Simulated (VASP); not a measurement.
Band structure of SnSe2 (1T layered). Computed with PBE GGA, VASP's PBE PAW potentials (set 64) (plane waves; VASP).

Without a dispersion term in the relaxation, distances and binding between the weakly bound layers, chains or molecules are unreliable, and so is what depends on them. Unless said otherwise, spin-orbit coupling is left out, though it shifts the bands of the heavy elements here.

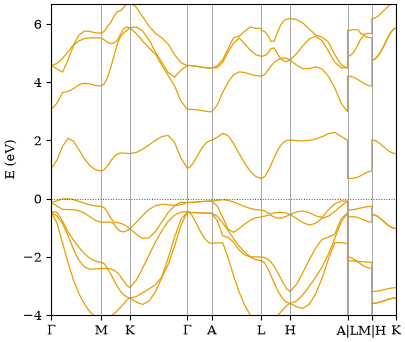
Figure. Bands along high-symmetry lines, zero at the valence-band maximum or, without a gap, the Fermi level

Problem. Read the plot: is there a gap, and where are the band edges?

Solution. The gap is indirect, 0.69 eV, from the valence maximum at Γ-M at 0.33 to the conduction minimum at L. (Edges off the drawn lines would not show.)

Measured: gap 0.98 eV (computed value off by -0.29 eV), as given by Joseph M. Gonzalez et al., Physical Review B (2016), arXiv:1609.04381.

The compound is SnSe2 in the 1T layered structure. It was relaxed first, which changed the volume by +16 %.
